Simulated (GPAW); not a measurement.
# VAgS3 (model structure): optical spectrum from first principles, part 2 of 2

Aim: the dielectric function of VAgS3 (model structure), and the optical constants that follow from it. The structure is a model built here, which may or may not match a known phase. It was built so: All Nb replaced by V and O replaced by S in the Pm-3m structure of NbAgO3. The cell given below was relaxed beforehand with Ansatz.

GPAW 26.7.0; DFT, RPBE, plane-wave PAW (GPAW data sets), scalar-relativistic, RPA, optical limit.

So far. Step 2 (Ground state): There are states at the Fermi level within the smearing, so the occupations stay smeared and the carriers get a Drude term.

## Step 4: Dielectric function, RPA

Local fields let the induced charge screen the field inside the cell, which as a rule lowers ε, most along directions where the density is uneven.

This step: DFT, RPBE, plane-wave PAW (GPAW data sets), scalar-relativistic, RPA, optical limit (GPAW 26.7.0).

The input, df.py:

```python
from gpaw.response.df import DielectricFunction

df = DielectricFunction('full.gpw', frequencies={'type': 'nonlinear', 'domega0': 0.03, 'omega2': 8},
                        ecut=80,
                        eta=0.1,
                        nbands=48,
                        rate=0.2,
                        txt='df.txt')
for direction in ['x']:
    df.get_dielectric_function(xc='RPA', direction=direction, filename=f'df_{direction}.csv')
```

On the command line:

```bash
$ OMP_NUM_THREADS=1 python df.py
```

Log:

```text
Using integrator: PointIntegrator
NonLinearFrequencyDescriptor(from 0.000 to 83.625 eV, 524 points)
Nonperiodic BCs:  [False False False]
Using integrator: PointIntegrator
NonLinearFrequencyDescriptor(from 0.000 to 83.625 eV, 524 points)
Nonperiodic BCs:  [False False False]
Using integrator: PointIntegrator

Calculating chi0 body with:
    Ground state adapter containing:
    Number of spins: 2
    Number of kpoints: 512
    Number of irreducible kpoints: 35
    Number of completely occupied states: 21
    Number of partially occupied states: 30

    Linear response parametrization:
    q_c: [0.0, 0.0, 0.0]
    Number of frequency points: 524
    Planewave cutoff: 80.0
    Number of bands: 48
    Number of planewaves: 171
    Broadening (eta): 0.1

Integrating chi0 body.

Symmetries of q_c:
    Direct symmetries (Uq -> q): 48
    Indirect symmetries (TUq -> q): 0
In total 48 allowed symmetries.

35 groups of equivalent kpoints. 93.1640625% reduction.

Integral kind: spectral function

Calculating chi0 optical extensions with:
    Ground state adapter containing:
    Number of spins: 2
    Number of kpoints: 512
    Number of irreducible kpoints: 35
    Number of completely occupied states: 21
    Number of partially occupied states: 30

    Linear response parametrization:
    Number of frequency points: 524
    Planewave cutoff: 80.0
    Number of bands: 48
    Number of planewaves: 171
    Broadening (eta): 0.1
Integrating chi0 head and wings.

Symmetries of q_c:
    Direct symmetries (Uq -> q): 48
    Indirect symmetries (TUq -> q): 0
In total 48 allowed symmetries.

35 groups of equivalent kpoints. 93.1640625% reduction.

Integral kind: spectral function wings

Calculating drude chi0 with:
    Number of frequency points:524
    Plasma frequency decay rate: 0.2 eV

    Ground state adapter containing:
    Number of spins: 2
    Number of kpoints: 512
    Number of irreducible kpoints: 35
    Number of completely occupied states: 21
    Number of partially occupied states: 30

Symmetries of q_c:
    Direct symmetries (Uq -> q): 48
    Indirect symmetries (TUq -> q): 0
In total 48 allowed symmetries.

35 groups of equivalent kpoints. 93.1640625% reduction.

Integral kind: intraband
Plasma frequency:
[[3.86+0.j 0.  +0.j 0.  +0.j]
 [0.  +0.j 3.86+0.j 0.  +0.j]
 [0.  +0.j 0.  +0.j 3.86+0.j]]
```

Wall time 41 s (1 thread of Arm Neoverse V2, shared host); peak memory 1 GiB.

The Im ε, E ∥ x has structure finer than the step of the table below, so its rows give means over 0.5 eV, whole bins alone (the curve runs from 0.619 to 15.8 eV). Peaks (eV: height): 2.82: 5.58, 3.89: 5.24, 4.93: 5.62, 8.21: 4.46.

Sum at mesh points, not converged in k. Table of Im ε, E ∥ x by photon energy; means over each step:

```
photon energy (eV)  Im ε, E ∥ x
               1.0         34.3
               1.5         15.3
               2.0         7.47
               2.5         4.84
               3.0         5.00
               3.5         4.61
               4.0         4.78
               4.5         4.13
               5.0         5.43
               5.5         4.15
               6.0         3.37
               6.5         3.37
               7.0         3.09
               7.5         3.35
               8.0         3.85
               8.5         3.22
               9.0         2.80
               9.5         2.53
              10.0         2.32
              10.5         2.04
              11.0         1.43
              11.5         1.57
              12.0         1.67
              12.5         1.44
              13.0         1.43
              13.5         1.28
              14.0         1.25
              14.5         1.13
              15.0         1.08
              15.5         1.04
```

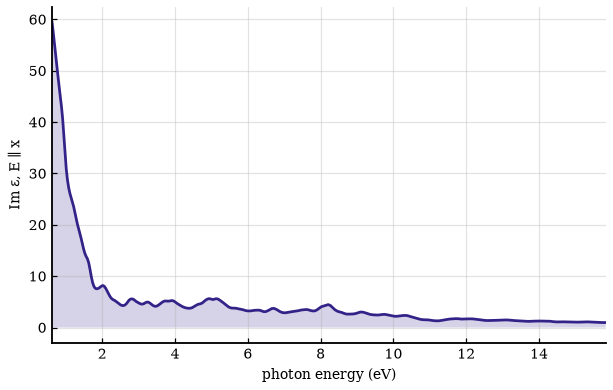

Im ε, E ∥ x against photon energy.

Values under 1 per cm are given as 1; sum at mesh points, not converged in k. Table of absorption coefficient, E ∥ x by photon energy:

| photon energy (eV) | absorption coefficient, E ∥ x (1/cm) |
| --- | --- |
| 1.01 | 5.1e5 |
| 1.99 | 5.2e5 |
| 3.02 | 4.7e5 |
| 3.98 | 6.1e5 |
| 4.98 | 7.6e5 |
| 6.02 | 7.2e5 |
| 6.99 | 7.7e5 |
| 8.03 | 1.0e6 |
| 9.02 | 1.1e6 |
| 10.03 | 1.2e6 |
| 11.03 | 1.0e6 |
| 12.02 | 1.1e6 |
| 13.00 | 1.1e6 |
| 14.04 | 1.1e6 |
| 14.96 | 1.1e6 |

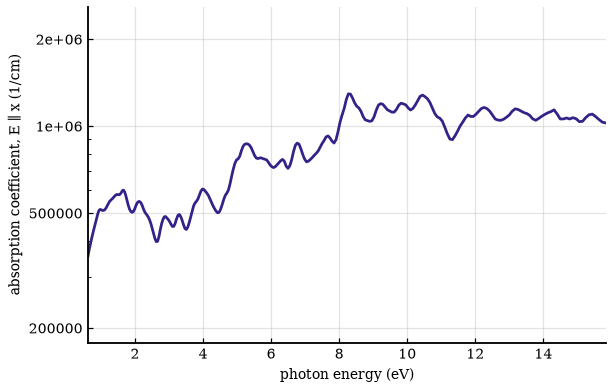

Absorption coefficient, E ∥ x against photon energy.

The Im ε, E ∥ x has structure finer than the step of the table below, so its rows give means over 1 eV, whole bins alone (the curve runs from 0.619 to 15.8 eV). Peaks (eV: height): without local fields 2.8: 5.66, 3.9: 5.58, 5.1: 6.11, 8.1: 5.32, 12.1: 2.87; with local fields 2.8: 5.58, 3.9: 5.24, 4.9: 5.62, 8.2: 4.46.

Sum at mesh points, not converged in k. Table of Im ε, E ∥ x by photon energy; means over each step:

```
photon energy (eV)  without local fields  with local fields
                 2                  8.15               8.02
                 3                  4.83               4.77
                 4                  4.77               4.54
                 5                  5.37               4.96
                 6                  3.81               3.43
                 7                  3.63               3.24
                 8                  4.41               3.69
                 9                  3.36               2.75
                10                  2.85               2.35
                11                  1.90               1.53
                12                  2.58               1.63
                13                  2.45               1.39
                14                  1.96               1.22
                15                  1.35               1.09
```

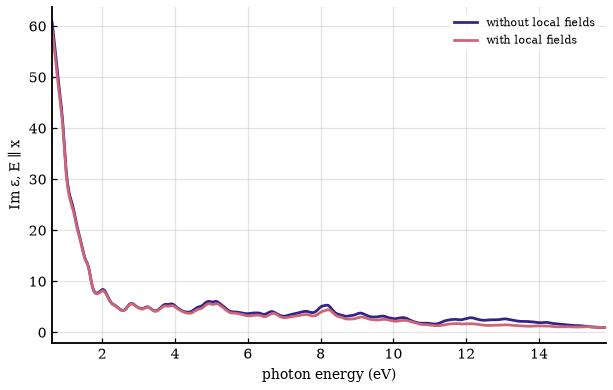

Im ε, E ∥ x against photon energy.

The loss function −Im 1/ε at q → 0, E ∥ x has structure finer than the step of the table below, so its rows give means over 1 eV, whole bins alone (the curve runs from 0.619 to 15.8 eV). Peaks (eV: height): 11.2: 0.766.

Sum at mesh points, not converged in k. Table of loss function −Im 1/ε at q → 0, E ∥ x by energy loss; means over each step:

```csv
energy loss (eV),"loss function −Im 1/ε at q → 0, E ∥ x"
2,0.100
3,0.207
4,0.208
5,0.189
6,0.287
7,0.293
8,0.261
9,0.360
10,0.416
11,0.630
12,0.611
13,0.718
14,0.817
15,0.913
```

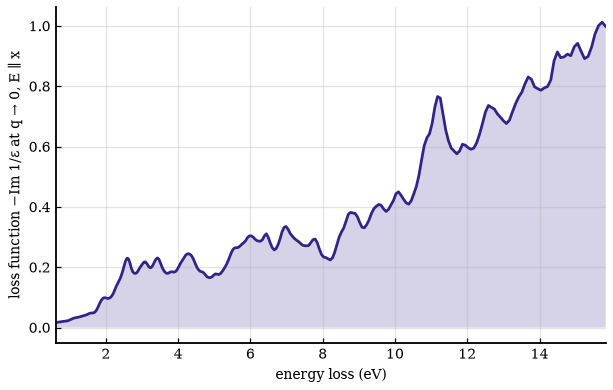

Loss function −Im 1/ε at q → 0, E ∥ x, plotted against energy loss.

The reflectivity at normal incidence, E ∥ x has structure finer than the step of the table below, so its rows give means over 0.5 eV, whole bins alone (the curve runs from 0.619 to 15.8 eV). Peaks (eV: height): 5.27: 32.2, 8.33: 32.3, 10.59: 29.8.

Sum at mesh points, not converged in k. The reflectivity at normal incidence, E ∥ x by photon energy; means over each step:

```
photon energy (eV)  reflectivity at normal incidence, E ∥ x (%)
               1.0                                         69.5
               1.5                                         66.6
               2.0                                         55.2
               2.5                                         38.3
               3.0                                         30.0
               3.5                                         25.5
               4.0                                         27.1
               4.5                                         21.9
               5.0                                         28.7
               5.5                                         28.9
               6.0                                         23.0
               6.5                                         21.3
               7.0                                         20.5
               7.5                                         20.5
               8.0                                         23.5
               8.5                                         29.5
               9.0                                         24.2
               9.5                                         25.1
              10.0                                         25.1
              10.5                                         28.3
              11.0                                         22.9
              11.5                                         16.0
              12.0                                         18.6
              12.5                                         19.1
              13.0                                         17.3
              13.5                                         17.8
              14.0                                         16.2
              14.5                                         16.4
              15.0                                         14.7
              15.5                                         14.8
```

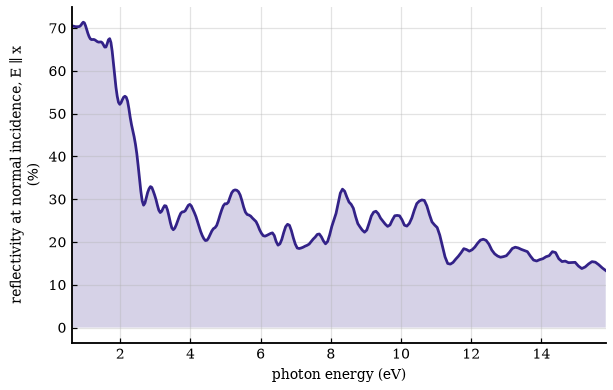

Reflectivity at normal incidence, E ∥ x against photon energy.

Optical constants at common wavelengths, from n + ik = √ε:

```csv
wavelength (nm),n,k,R (%),1/α
1064,2.78,4.453,67.4,19 nm
633,1.55,2.562,52.5,20 nm
532,1.26,2.100,47.0,20 nm
450,1.70,1.595,30.8,22 nm
308,1.64,1.480,28.4,17 nm
248,1.82,1.513,28.9,13 nm
193,1.38,1.132,20.5,14 nm
```

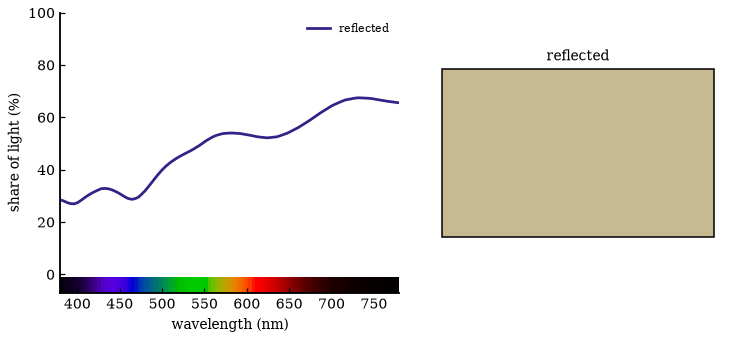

Light reflected across the visible range, with the colour that it makes of daylight (sRGB).

In reflection the computed colour is yellow: x = 0.356, y = 0.378, luminous reflectivity 49 %.

## Step 5: What came out

**Reading.** At this level (RPBE, RPA) VAgS3 is a metal. The mesh is too coarse to trust the carriers' weight, the reflectivity or the colour to better than tens of per cent. In reflection the computed colour is yellow: x = 0.356, y = 0.378, luminous reflectivity 49 %. The carriers' damping of 0.2 eV is typed, not computed; it shapes the response at the lowest energies. The magnetic state comes from one start and need not be the lowest. The curves end at 16 eV, about where the summed bands run out. In this version of GPAW the matrix elements of the optical limit are incomplete, which can lower ε − 1 by up to a tenth where first-row anions or d states rule, and shift it by more in d metals. GPAW's carrier term has the form −ωp²/(ω + i·rate)², which damps like twice the rate and fails at low energy, so the curves leave the lowest energies out. The sum runs over mesh points 0.17 Å⁻¹ apart with no interpolation, so peaks are partly noise of the mesh, and the Drude plasma energy, a sum over the Fermi surface, isn't converged.

[Machine, clock and banner lines and Python warnings are left out of the logs.]

[Logs are printed without paths, hosts, clocks, repeated set-up lines and the standing remarks that a program may print on its own settings, such as how far it seeks lower states.]

[Hosts, paths, dates, database ids (printed as entryN), source tags and the programs' standing remarks are cut or masked in the printed files.]
